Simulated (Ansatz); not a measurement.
```xyz
5

N     0.4576   -1.1842    1.5872
C     0.1940   -0.5206    0.6759
C    -0.1240    0.3307   -0.4807
O    -1.1708    0.2685   -1.0574
H     0.6931    1.0318   -0.7664
```

Level of theory: UKS PBE0-D4/def2-SVP in Ansatz.

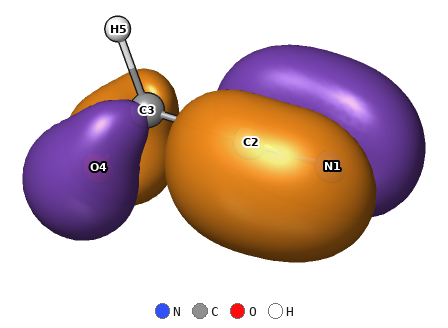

C2HNO. The HOMO−1 at ±0.1 Å⁻³ᐟ² (orange and purple are the two phases), seen at a tilt.

**Describe this orbital and give its energy.**

By Hirshfeld shares it lies mainly on N1 (about 45 %), C2 (about 35 %) and O4 (about 15 %); it changes sign across the molecular plane (π type); π-bonding across N1–C2. Its energy is −10.59 eV.
